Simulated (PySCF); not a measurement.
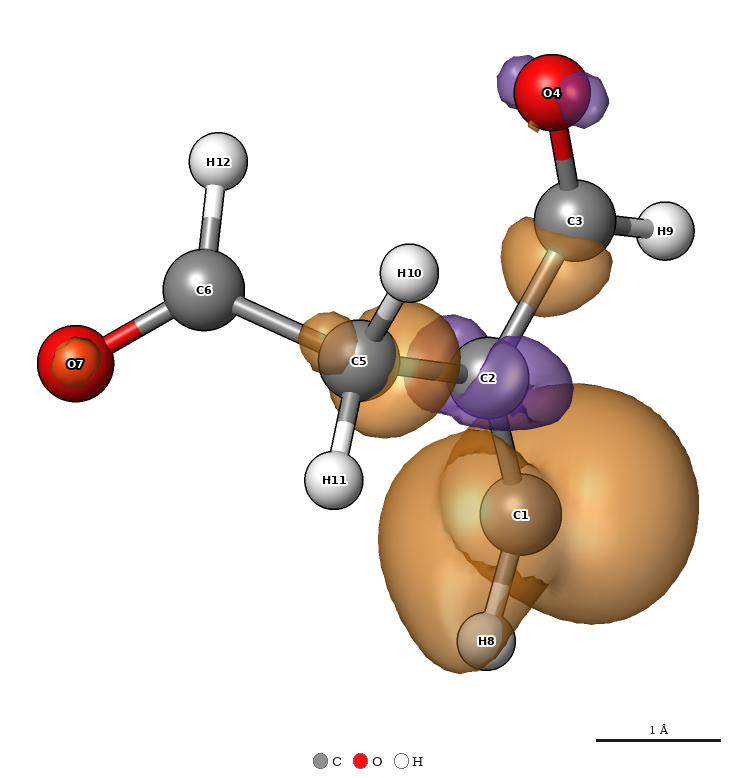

*C₅H₅O₂ (SMILES [H]/[C]=C(/C=O)CC=O) (doublet). Isosurfaces of the spin density (α minus β) at +0.03 (orange) and −0.03 e/Å³ (purple), seen at a tilt.*

Geometry: GFN2-xTB.

Level of theory: PySCF, UKS B3LYP, pcH-1 on C H O, non-relativistic, mean-field spin-orbit, GIAO.

```xyz
12

C     1.2316    1.1531   -0.9561
C     0.7276    0.2420   -0.1852
C     1.2835   -0.0491    1.1597
O     0.8731   -0.9103    1.8889
C    -0.4781   -0.6391   -0.5473
C    -1.6957   -0.0509    0.1076
O    -2.6114    0.4476   -0.4836
H     1.1090    1.6147   -1.9054
H     2.1287    0.5999    1.4399
H    -0.2857   -1.6285   -0.1285
H    -0.6107   -0.6834   -1.6273
H    -1.6707   -0.0966    1.2112
```

### Where is the unpaired spin?

The unpaired spin (1 electron) lies mostly on C1 (about 0.8), in electrons by Hirshfeld's partition.
